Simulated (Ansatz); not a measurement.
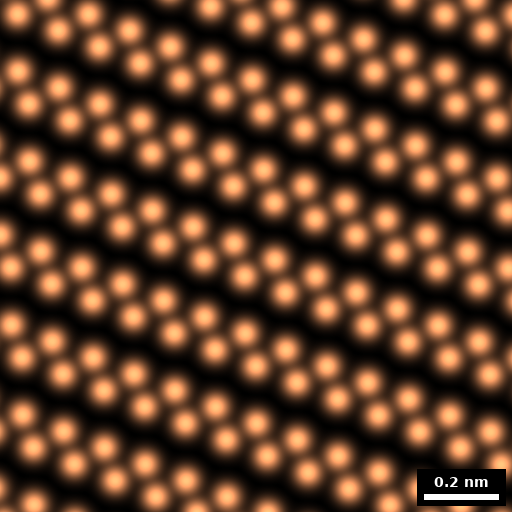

HAADF-like image of a crystal. Simulation: incoherent imaging, intensity Z^1.7 per atom, probe width 0.50 Å, thin sample. The probe carries 15 % of its weight in a tail 2.5 times as wide. The display is stretched by a gamma of 0.65; percentages refer to the linear signal.

What two-dimensional lattice does the image show, and how large is its cell?

The pattern repeats on a rectangular net of 1.2 × 2.2 Å.

What is the plane group of the image?

p2mg: mirror lines in one direction, glide lines across them, twofold points on the glide lines.

How many columns does the smallest repeating cell hold, and how many levels of brightness?

2 columns in the primitive cell of 2.6 Å², all of one brightness.

The crystal is Co (P6_3/mmc, No. 194) seen along [102]. Structure: the geometry relaxed at fixed volume with DFT HSE06, scalar-relativistic, plane waves, PAW (Ansatz 0.2.0).
